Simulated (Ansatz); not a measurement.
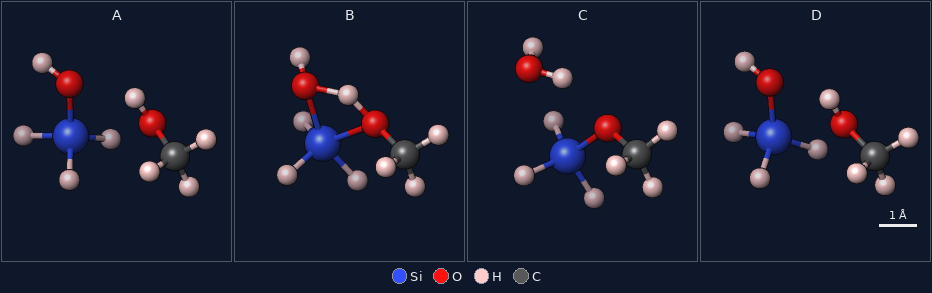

4 geometries from a converged minimum-energy path of CH8O2Si, shuffled. A ball-and-stick model, seen from a free direction.

These are results of RKS PBE0-D4/def2-SVP in Ansatz, not measurements. Run with 9 movable images; climbing image; force threshold 0.03 eV/Å; iteration limit 60; starting path through a guess of the saddle point.

Q: Which frame is the top of the path?

A: B. In order along the path, whose images run from 0 to 10: A (image 2, +5.9 kJ/mol), D (image 3, +16.1 kJ/mol), B (image 5, +94.7 kJ/mol), C (image 9, +3.4 kJ/mol). Breaking: H–O (0.97 → 1.91 Å), O–Si (1.69 → 3.06 Å). Forming: H–O (1.87 → 0.97 Å), O–Si (3.05 → 1.68 Å).

The run took 6.5 min on 2 threads of Arm Neoverse V1 (shared host), peak memory 0.2 GiB.
